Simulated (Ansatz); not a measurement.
A computed series for WSe2: pressure series

Start from WSe2 in the 2H-MoS2 type structure (space group P6_3/mmc, No. 194; a = 3.300 Å, c = 13.151 Å; layered, stacked along the Cartesian z axis).

Cell and atoms are relaxed at each pressure.

All numbers come from Ansatz (an electronic-structure program), r2SCAN+rVV10, PAW, cutoff 500 eV, no spin-orbit coupling.

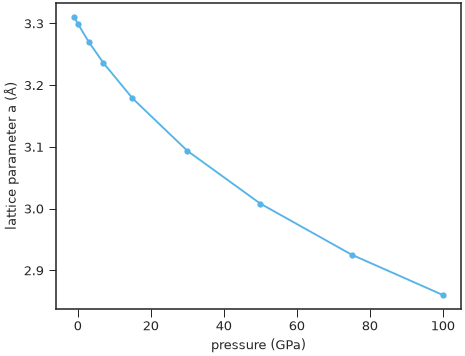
Fig. 1. Lattice parameter a against pressure

| pressure (GPa) | lattice parameter a |
|---|---|
| -1 | 3.311 Å |
| 3 | 3.270 Å |
| 7 | 3.236 Å |
| 15 | 3.179 Å |
| 30 | 3.094 Å |
| 50 | 3.008 Å |
| 75 | 2.926 Å |
| 100 | 2.860 Å |

The mesh was chosen for an insulator and is coarse for the gapless case. Load acts through the strain it causes; cell and atoms are relaxed under it. Whether these cells are dynamically stable was not tested. Competing high-pressure phases were not computed. The final runs are not spin-polarised.
